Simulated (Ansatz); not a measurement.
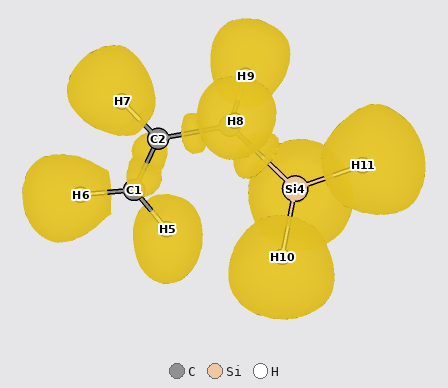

Figure 1: C3H8Si. Isosurface of the electron localisation function at 0.85 (yellow), seen at a tilt. Only the valence region is drawn (cores and ρ < 0.01 e/Å³ removed).

Method: Ansatz 0.2.0, UKS PBE/def2-SVP.

Input file:

```
crystal:
  periodic: [false, false, false]
  atoms:
    - { symbol: C, position_ang: [-1.5522, 1.1454, 0.2177] }
    - { symbol: C, position_ang: [-0.2489, 1.1117, 0.6461] }
    - { symbol: C, position_ang: [0.8505, 0.0697, 0.3317] }
    - { symbol: Si, position_ang: [0.5359, -1.3833, -0.7083] }
    - { symbol: H, position_ang: [-1.9356, 0.3812, -0.3936] }
    - { symbol: H, position_ang: [-2.1683, 1.9489, 0.555] }
    - { symbol: H, position_ang: [0.1136, 1.917, 1.2663] }
    - { symbol: H, position_ang: [1.187, -0.254, 1.3067] }
    - { symbol: H, position_ang: [1.6585, 0.6383, -0.1508] }
    - { symbol: H, position_ang: [-0.5064, -2.3061, -0.1409] }
    - { symbol: H, position_ang: [1.7893, -2.2018, -0.8878] }
    - { symbol: H, position_ang: [0.0945, -1.0122, -2.1027] }
magnetization:
  spin_polarized: true
basis:
  gaussian: { orbitals: def2-SVP }
hamiltonian:
  xc: pbe
relax:
  f_tol: 0.02
  max_steps: 50
output:
  orbitals: {}
```

Command:

```sh
ansatz run input.yaml --threads 2 --pin off --max-ram 3072MiB --backend cpu --events-out ev --progress --plain --runs-dir out
```

The fields are those of the relaxed geometry.

### Identify the bonds, lone pairs and shells in this picture.

The ELF exceeds this value in two regions between bonded C–C atoms (shared pairs), one region between bonded C–Si atoms (shared pairs) and eight regions around hydrogen nuclei.

Values along the shortest contacts:
C–C (1.35 Å): the ELF peaks at about 0.95 between the atoms; a short, multiple covalent bond. C–Si (1.90 Å): the ELF peaks at about 0.95 between the atoms: a shared electron pair.
